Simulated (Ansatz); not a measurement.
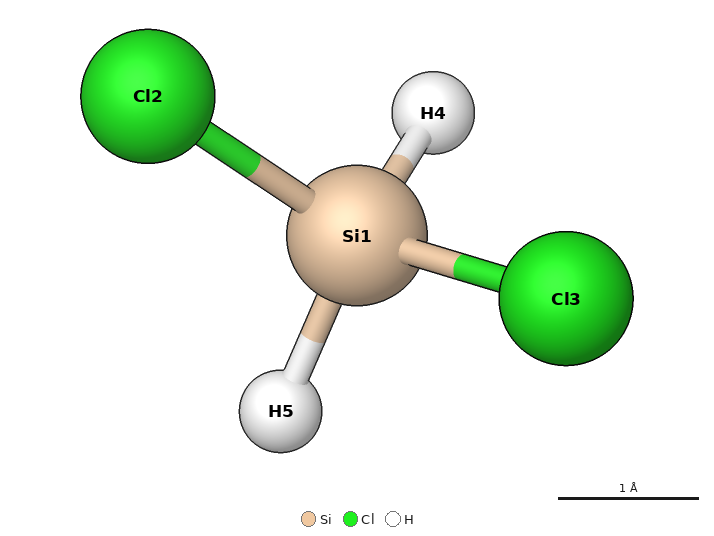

Numbered structure. Computed geometry: PBE0-D4/def2-TZVP optimisation.

How are the neighbours of atom 1 arranged?

Si1 has 4 neighbours (Cl2 at 2.04, Cl3 at 2.04, H4 at 1.48, H5 at 1.48 Å); the arrangement is tetrahedral.
